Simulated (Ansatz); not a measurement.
Breaking a bond: HCl (cation, charge +1), doublet.

Levels: UKS-PBE = unrestricted PBE/aug-cc-pVDZ in Ansatz (an electronic-structure program); ROMP2 = MP2 on ROHF/aug-cc-pVDZ, frozen core in Ansatz; ROHF/aug-cc-pVDZ (Ansatz).

Energies are in kJ/mol, each relative to the lowest point of its own curve between 1.11 and 1.67 Å, where full CI is lowest.

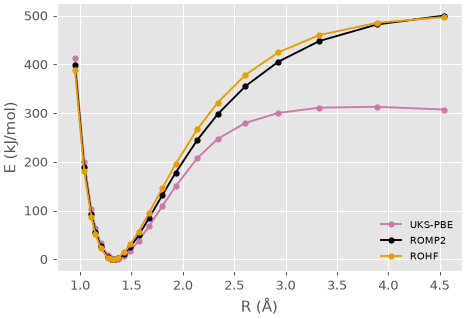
Figure. Energy against bond length for each method.

```
R / Å  UKS-PBE  ROMP2   ROHF
-----  -------  -----  -----
0.95     412.1  399.7  388.7
1.04     200.0  188.6  180.3
1.11     102.1   92.6   86.2
1.15      64.8   56.5   51.4
1.20      32.5   26.2   22.5
1.27       7.8    4.4    2.8
1.30       2.7    0.8    0.0
1.34       0.0    0.0    0.4
1.37       0.5    2.0    3.3
1.43       6.5   11.0   14.2
1.49      17.6   25.2   30.3
1.57      37.6   49.3   56.9
1.67      67.4   83.9   94.6
1.80     109.0  131.3  146.0
1.93     149.6  177.5  195.6
2.14     207.2  244.5  266.5
2.34     247.1  297.9  321.7
2.61     279.8  355.2  378.4
2.93     300.3  405.5  424.7
3.33     311.1  448.0  460.2
3.89     312.9  481.9  485.3
4.54     307.3  500.0  497.0
```

At the longest distance, 4.54 Å, ROMP2 lies highest above its minimum (500.0 kJ/mol) and UKS-PBE lowest (307.3 kJ/mol).

The unrestricted determinant behind UKS-PBE is spin-contaminated at 2.34 to 4.54 Å (<S²> up to 1.3, against 0.75 for a pure doublet). The T1 diagnostic of CCSD on the restricted reference of ROMP2 exceeds 0.045 at 2.34 to 4.54 Å.
